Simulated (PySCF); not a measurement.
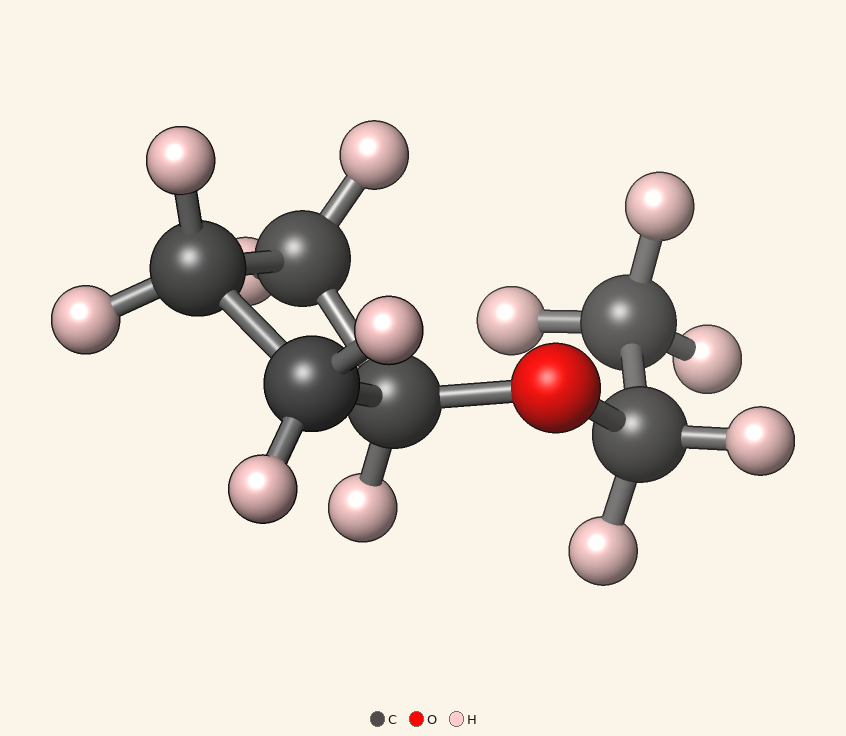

A ball-and-stick model of a molecule. Every bond is drawn as one stick, whatever its order.

The computed structure is the end point of a GFN2-xTB optimisation. No frequency run is at hand to confirm it as a minimum.

What does the picture show?

The molecule is C6H12O. Its SMILES string is `CCOC1CCC1`. Independent rings (smallest set): 1 of 4 members. Among its groups: ether. The point group is C1. Coordination, clear cases only: 2 C tetrahedral; 1 O bent.

More results for the same structure follow; atom numbers are the same in all pictures, views and colours differ.

Electronic properties

No frequency run is at hand to confirm it as a minimum. Properties computed with PBE0/def2-SVPD, gas phase (PySCF 2.14.0). Excitations: vertical, linear response.

Computed properties:

- dipole moment: 1.18 D
- HOMO energy (Kohn–Sham orbital): −7.15 eV
- LUMO energy (Kohn–Sham orbital): 0.82 eV
- HOMO–LUMO gap: 7.97 eV
- mean static polarisability: 75.2 bohr³
- lowest vertical singlet excitation: 6.85 eV
- its oscillator strength: 0.024
- brightest of the 6 lowest singlets: 8.13 eV
- its oscillator strength: 0.03

Ring current

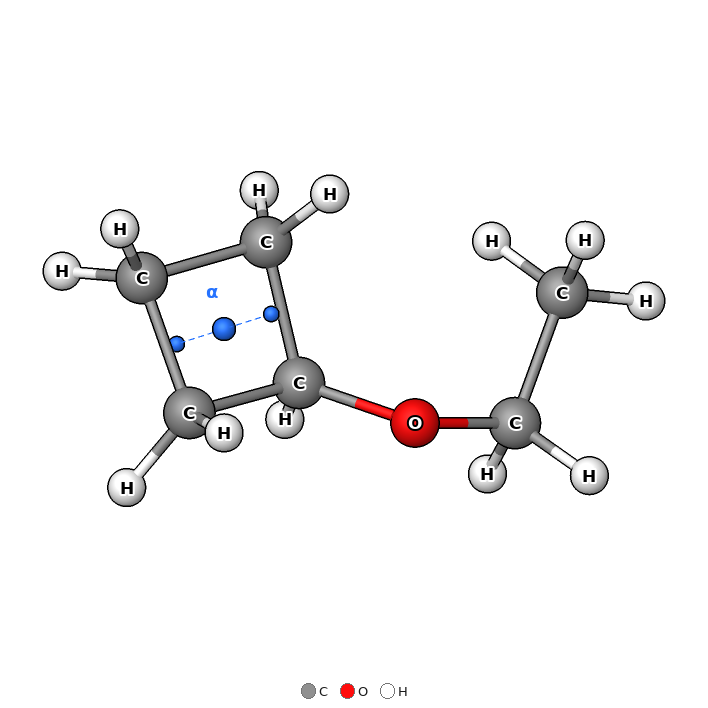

The small points mark where nucleus-independent chemical shifts (NICS) were computed: at the centre of each lettered ring and 1 Å above and below it. No frequency run is at hand to confirm it as a minimum. Method: GIAO PBE0/pcSseg-1 NMR shielding, non-relativistic, gas phase (PySCF 2.14.0).

Give NICS(0), NICS(1) and the out-of-plane component NICS(1)zz for each ring (means of the two sides).

```tsv
ring	members	NICS(0)	NICS(1)	NICS(1)zz
α	C4	−0.4	−0.8	3.5
```

Values in ppm.

NMR shielding

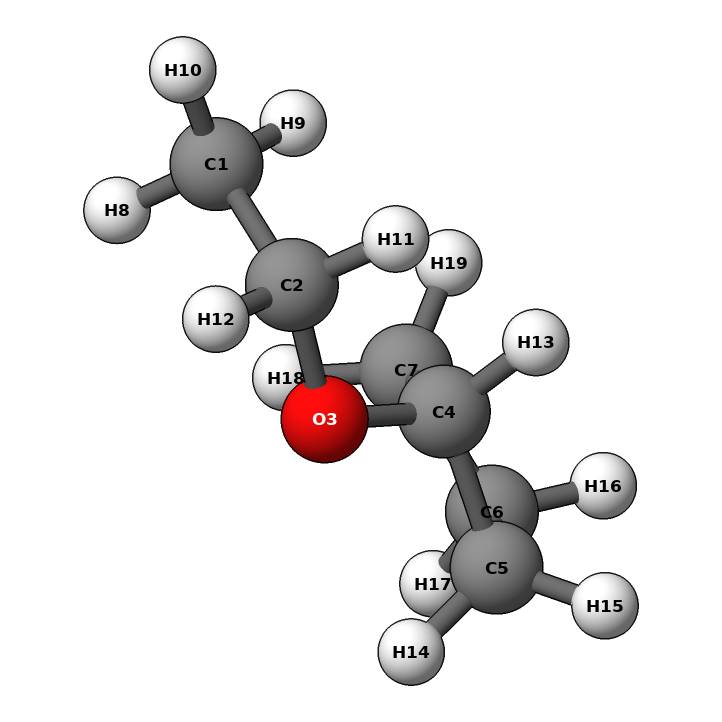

No frequency run is at hand to confirm it as a minimum. Properties computed with GIAO PBE0/pcSseg-1 NMR shielding, non-relativistic, gas phase (PySCF 2.14.0). Principal shieldings σ11 ≤ σ22 ≤ σ33, span Ω = σ33 − σ11, skew κ = 3(σiso − σ22)/Ω.

Give the shielding tensors of the O atoms.

```csv
atom,σ11,σ22,σ33,σiso,Ω,κ
O3,229.3,250.2,255.8,245.1,26.6,−0.58
```

Shieldings and span in ppm.

Quadrupole coupling

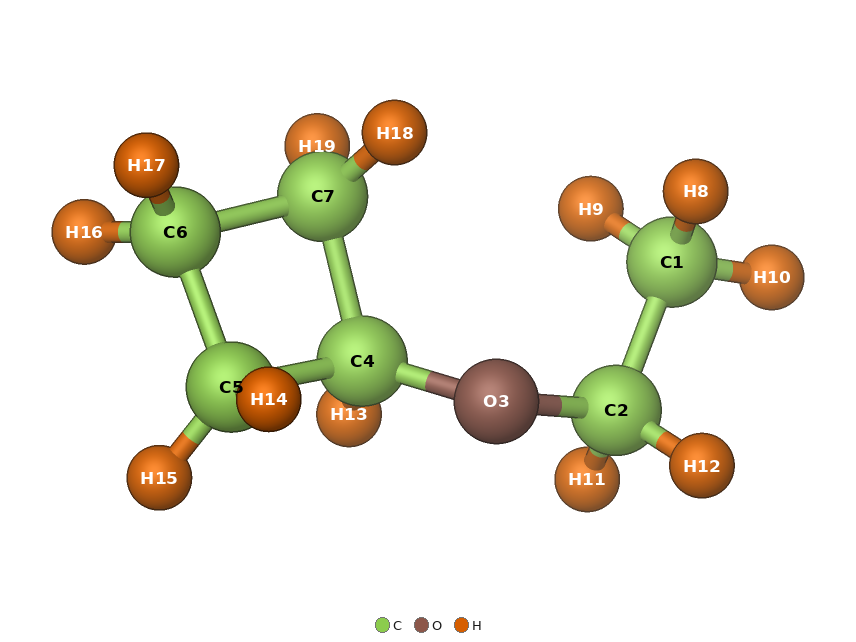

No frequency run is at hand to confirm it as a minimum. Electric field gradients from the ground-state density, PBE0/pcSseg-1 (PySCF 2.14.0), non-relativistic apart from any core potentials.

Give the largest field-gradient component, the quadrupole coupling constant and the asymmetry for 17O at O3 (Q = −25.6 mb).

```
atom  V_zz (a.u.)  e²qQ/h (MHz)     η
  O3        1.961        −11.80  0.96
```
